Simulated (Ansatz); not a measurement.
# RPA@PBE/def2-SVP run of CH6AlOSi (SMILES [CH3][Al][O][SiH3])

Aim: the vertical doublet–quartet gap of CH6AlOSi at RPA@PBE/def2-SVP, from 2 runs. 

Program for the calculation: Ansatz 0.2.0.

105 further runs of the same task are left out: 105 set aside as unsound or not needed.

### Step 1. The molecule

CH6AlOSi: 10 atoms, total charge 0, spin state doublet. As SMILES, `[CH3][Al][O][SiH3]`. Geometry: relaxed at PBE0-D4/def2-TZVP. This is one conformer, not always the lowest.

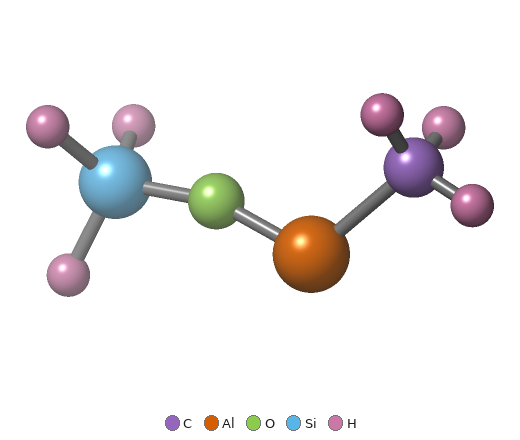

The structure, seen from a chosen angle (carbon purple, aluminium orange, oxygen green, silicon blue, hydrogen pink).

### Step 2. A single-point energy at RPA@PBE/def2-SVP

The input, in.yaml:

```yaml
crystal:
  periodic: [false, false, false]
  atoms:
    - symbol: C
      position_ang: [0.243800, 1.981800, -1.341400]
    - symbol: Al
      position_ang: [1.086500, 0.300600, -0.766100]
    - symbol: O
      position_ang: [0.194200, -0.660700, 0.309100]
    - symbol: Si
      position_ang: [-0.287900, -1.859400, 1.294000]
    - symbol: H
      position_ang: [-0.701000, 1.751800, -1.844500]
    - symbol: H
      position_ang: [0.014800, 2.586100, -0.457700]
    - symbol: H
      position_ang: [0.869800, 2.566000, -2.016900]
    - symbol: H
      position_ang: [0.686800, -2.984600, 1.283800]
    - symbol: H
      position_ang: [-1.611000, -2.377800, 0.854700]
    - symbol: H
      position_ang: [-0.413000, -1.355000, 2.687900]
basis:
  gaussian:
    orbitals: def2-SVP
magnetization:
  spin_polarized: true
  initial_magnetization: 1
hamiltonian:
  xc: {name: PBE}
correlation:
  method: rpa
  frozen_orbitals: {Al: 5, C: 1, H: 0, O: 1, Si: 5}
accuracy: high
```

Command:

```sh
$ ansatz run in.yaml --threads 1 --pin off --max-ram 3480MiB --events-out events.jsonl --progress --plain --runs-dir runs
```

The log of the run:

```text
Warning: RAYON_NUM_THREADS=1 ignored (pool sized by the plan → 1); use --threads N
Functional definition: PBE
  name "PBE"
  parameter kappa = 0.804
  parameter beta = 0.06672455060314922
  exchange = pbe_x(kappa = kappa, mu = beta*pi^2/3)
  correlation = pbe_c(beta = beta)
2093 factors; integrals over basis functions are off by at most 7.8e-9 eV
mean field evaluation 1: about -17624.2251 eV, gradient 5.8e1 eV
mean field evaluation 2: about -17624.2194 eV, gradient 5.8e1 eV
mean field evaluation 4: about -17634.2786 eV, gradient 3.1e1 eV
mean field evaluation 8: about -17638.8605 eV, gradient 5.7e-1 eV
mean field evaluation 16: about -17638.8603 eV, gradient 1.3e-4 eV
mean field evaluation 32: about -17605.0239 eV, gradient 3.3e1 eV
mean field -17638.86025639 eV, -648.2161583733 hartree, gradient 9.0e-8 eV, S^2 0.751682; 1 other end points of the search recorded, 0 dependent functions left out
12 core orbitals not correlated: weight in the atoms' cores, before any rotation towards them, 1.000 or more for the frozen orbitals, at most 0.000 for the correlated occupied ones
reference -17601.70483391 eV, -646.8507217822 hartree; 12, 11 occupied and 70, 71 virtual orbitals, 2093 factors
Total energy: -17624.07064572 eV, -647.6726502062 hartree
```

Wall time 17 s (1 thread of Arm Neoverse V2, shared host); peak memory 0.4 GiB.

### Step 3. The quartet, same level

The input, in.yaml:

```yaml
crystal:
  periodic: [false, false, false]
  atoms:
    - {symbol: C, position_ang: [0.243800, 1.981800, -1.341400]}
    - {symbol: Al, position_ang: [1.086500, 0.300600, -0.766100]}
    - {symbol: O, position_ang: [0.194200, -0.660700, 0.309100]}
    - {symbol: Si, position_ang: [-0.287900, -1.859400, 1.294000]}
    - {symbol: H, position_ang: [-0.701000, 1.751800, -1.844500]}
    - {symbol: H, position_ang: [0.014800, 2.586100, -0.457700]}
    - {symbol: H, position_ang: [0.869800, 2.566000, -2.016900]}
    - {symbol: H, position_ang: [0.686800, -2.984600, 1.283800]}
    - {symbol: H, position_ang: [-1.611000, -2.377800, 0.854700]}
    - {symbol: H, position_ang: [-0.413000, -1.355000, 2.687900]}
basis:
  gaussian:
    orbitals: def2-SVP
magnetization:
  spin_polarized: true
  initial_magnetization: 3
hamiltonian:
  xc: {name: PBE}
correlation:
  method: rpa
  frozen_orbitals: {Al: 5, C: 1, H: 0, O: 1, Si: 5}
accuracy: high
```

Command:

```sh
$ ansatz run in.yaml --threads 1 --pin off --max-ram 3480MiB --events-out events.jsonl --progress --plain --runs-dir runs
```

The log of the run, cut to the lines that bear on the results:

```text
Warning: RAYON_NUM_THREADS=1 ignored (pool sized by the plan → 1); use --threads N
Functional definition: PBE
  name "PBE"
[...]
2093 factors; integrals over basis functions are off by at most 7.8e-9 eV
[...]
mean field -17633.26315750 eV, -648.0104687832 hartree, gradient 2.5e-8 eV, S^2 3.752378; 6 other end points of the search recorded, 0 dependent functions left out
12 core orbitals not correlated: weight in the atoms' cores, before any rotation towards them, 1.000 or more for the frozen orbitals, at most 0.000 for the correlated occupied ones
reference -17595.19073552 eV, -646.6113330818 hartree; 13, 10 occupied and 69, 72 virtual orbitals, 2093 factors
Total energy: -17618.44712716 eV, -647.4659897109 hartree
```

Wall time 53 s (1 thread of Arm Neoverse V2, shared host); peak memory 0.53 GiB.

### Step 4. Outcome

At RPA@PBE/def2-SVP, 12 core orbitals frozen:

| quantity | value |
| --- | --- |
| doublet: total energy | -647.67265 Eh |
| doublet: RPA correlation energy (valence) | -821.9 mEh |
| doublet: ⟨S²⟩ of the reference determinant | 0.752 |
| quartet: total energy | -647.46599 Eh |
| quartet: RPA correlation energy (valence) | -854.7 mEh |
| quartet: ⟨S²⟩ of the reference determinant | 3.752 |
| vertical energy of the quartet above the doublet | 5.624 eV |

**Reading.** At this shape the quartet lies 5.62 eV (543 kJ/mol) above the doublet.
